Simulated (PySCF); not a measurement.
## Electronic structure of C₃H₁₀ClPSi₂ (SMILES C=C(C)[SiH2]P[SiH2]Cl) in real space

Input file:

```
{"job": {"kind": "nmr", "xc": "PBE0", "basis": "pcSseg-1"}, "charge": 0, "multiplicity": 1}
C     -1.071695     0.621495     1.485494
C     -1.313672     0.255186     0.234264
C     -2.420334     0.864044    -0.569408
Si    -0.291068    -1.082143    -0.619873
P      1.478404    -1.541934     0.680310
Si     2.930024     0.042040     0.084142
Cl     2.395606     1.755319     0.991529
H     -1.654123     1.376869     1.991569
H     -0.270940     0.178579     2.058704
H     -2.970486     1.602424     0.009681
H     -3.109521     0.089740    -0.901934
H     -2.016910     1.344981    -1.458774
H      0.092755    -0.636227    -1.971445
H     -1.043298    -2.336932    -0.758908
H      2.010242    -2.481988    -0.177230
H      2.994949     0.312347    -1.354088
H      4.253067    -0.351772     0.564981
```

Launched as:

```sh
OMP_NUM_THREADS=1 python probes_run.py task.json out
```

Geometry: GFN2-xTB.

The calculation used PBE0/pcSseg-1, SCF density, gas phase, non-relativistic (PySCF 2.14.0).

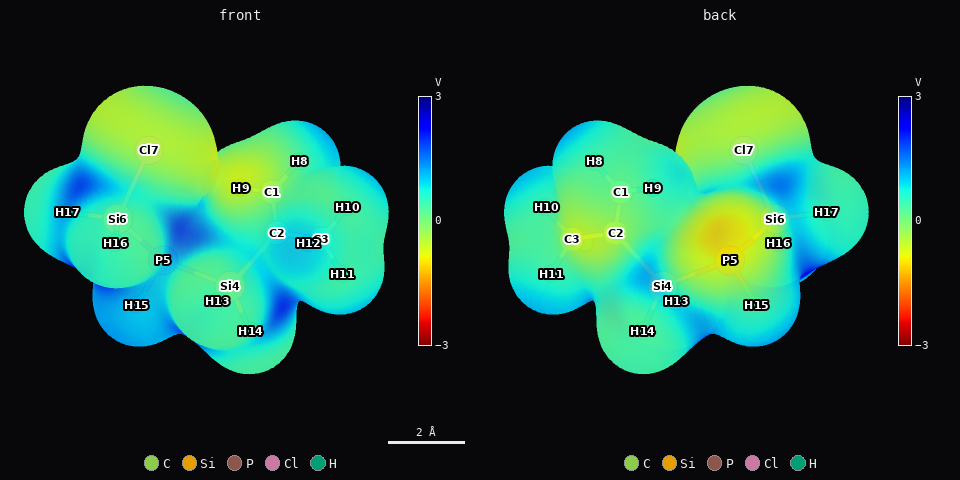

Figure 1. The electrostatic potential painted on the density surface at 0.004 e/bohr³, seen from the front and from behind; the colour scale runs from red (negative) to blue (positive).

Question: Describe the electrostatic potential map.

Answer: The most negative region (about −1.0 V, or −23 kcal/mol for a unit charge) lies over P5, the most positive (about +2.2 V, or +51 kcal/mol for a unit charge) over Si6. Cl7 shows a σ-hole: about +0.2 V at the tip opposite its bond, against about −0.3 V, or −7 kcal/mol for a unit charge on its flanks.

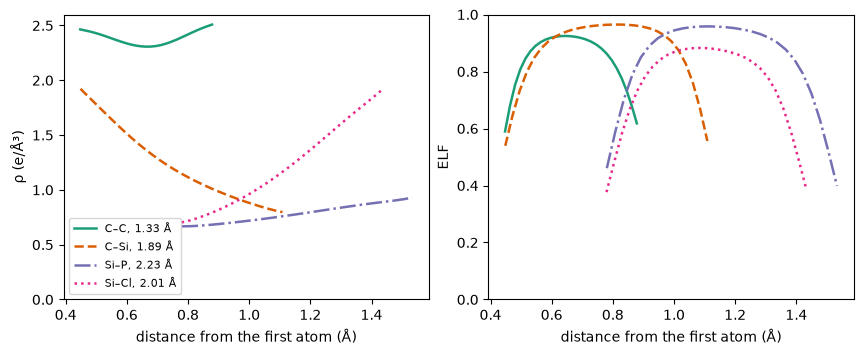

Figure 2. Total electron density and ELF along straight lines between neighbouring atoms. The curves leave out the atomic cores.

Question: What can be read from the curves?

Answer: C–C (1.33 Å): ρ at the midpoint is about 2.3 e/Å³; the ELF peaks at about 0.90 between the atoms; a short, multiple covalent bond.
C–Si (1.89 Å): ρ is about 0.94 e/Å³ halfway; the ELF peaks at about 0.95 between the atoms; a shared electron pair.
Si–P (2.23 Å): ρ at the midpoint is about 0.76 e/Å³; the ELF peaks at about 0.95 between the atoms (a shared electron pair).
Si–Cl (2.01 Å): the density is about 0.97 e/Å³ at the midpoint; the ELF peaks at about 0.90 between the atoms, as expected for a shared but strongly polarised pair.
